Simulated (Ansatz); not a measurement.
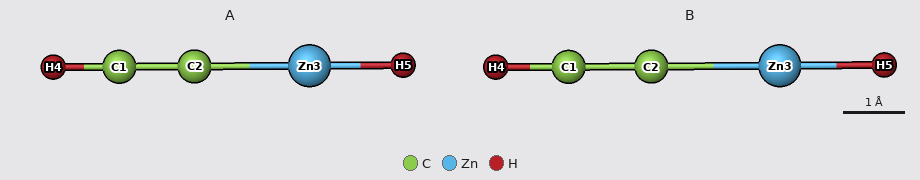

Two geometries of C₂H₂Zn, drawn at one scale. One is the start of a relaxation, the other its converged end. A ball-and-stick model, seen at a tilt.

Level of theory: Ansatz, RKS PBE-D4/def2-SVP. (force threshold 0.03 eV/Å; at most 250 steps)

> Which geometry has the lower energy?

Structure A is the relaxed one. It is one of the separated reactants of a reaction. H5 moves most after the best rigid fit: 0.35 Å. Largest moves by element: H 0.35 Å, C 0.18 Å, Zn 0.17 Å. Near-neighbour distances that change, for instance: C2–Zn3 2.108 → 1.887 Å, Zn3–H5 1.711 → 1.534 Å, C1–C2 1.356 → 1.232 Å, C1–H4 1.194 → 1.083 Å. After 4 geometry steps the energy has fallen by 28.3 kcal/mol. Largest force component: 5.6 eV/Å at the start, 0.011 eV/Å at the end.
